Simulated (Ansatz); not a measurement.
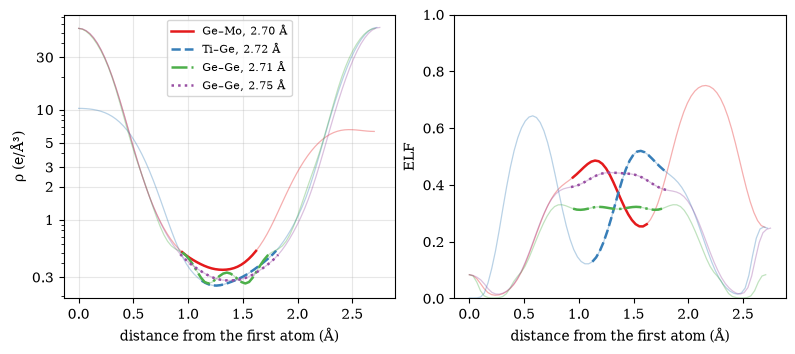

Figure. TiGe₄Mo. Valence charge density (pseudo) and electron localisation function along straight lines between neighbouring atoms. Thin, pale parts lie inside the atomic spheres.

Space group P4/mmm; a structure generated by program, which may or may not match a known phase; changed on purpose from its base cell (volume × 0.97, shape and atoms relaxed); computed pressure about 4 GPa in this cell; computed without spin polarisation.

These are results of Ansatz, DFT PBE, scalar-relativistic, plane waves, PAW, not measurements.

Core electrons are frozen (PAW), and the valence fields are smoothed inside the atomic spheres.

```yaml
crystal:
  lattice:
    - [3.30493, 0.00000, 0.00000]
    - [0.00000, 3.30493, 0.00000]
    - [0.00000, 0.00000, 8.41166]
  atoms:
    - { symbol: Ti, position: [0.50000, 0.50000, 0.50000] }
    - { symbol: Ge, position: [0.00000, 0.00000, 0.66641] }
    - { symbol: Ge, position: [0.50000, 0.50000, 0.16096] }
    - { symbol: Ge, position: [0.00000, 0.00000, 0.33359] }
    - { symbol: Ge, position: [0.50000, 0.50000, 0.83904] }
    - { symbol: Mo, position: [0.00000, 0.00000, 0.00000] }
```

Question: Compare the contacts.

Answer: Ge–Mo (2.70 Å): ρ is about 0.35 e/Å³ halfway; the ELF is about 0.40 at the midpoint.
Ti–Ge (2.72 Å): ρ at the midpoint is about 0.26 e/Å³; the ELF is about 0.35 at the midpoint.
Ge–Ge (2.71 Å): ρ is about 0.33 e/Å³ halfway; the ELF is about 0.30 at the midpoint.
Ge–Ge (2.75 Å): ρ at the midpoint is about 0.28 e/Å³; the ELF is about 0.45 at the midpoint.
